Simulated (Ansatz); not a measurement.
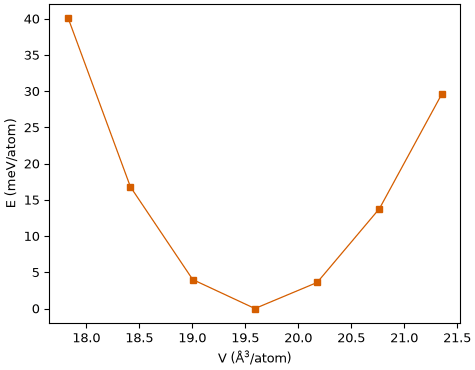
Figure: MgSe (rock salt, space group No. 225) under volume change, DFT-LDA in the program Ansatz with PAW potentials, scaled uniformly.

### Question
What does a third-order Birch–Murnaghan fit give for V₀, B₀ and B′?

### Answer
V₀ = 19.59 Å³/atom, B₀ = 69.1 GPa, B′ = 4.1.

Space group Fm-3m (rock salt). The cell was relaxed with LDA under the symmetry of its start.

Potentials: the later of the program's two PAW sets.
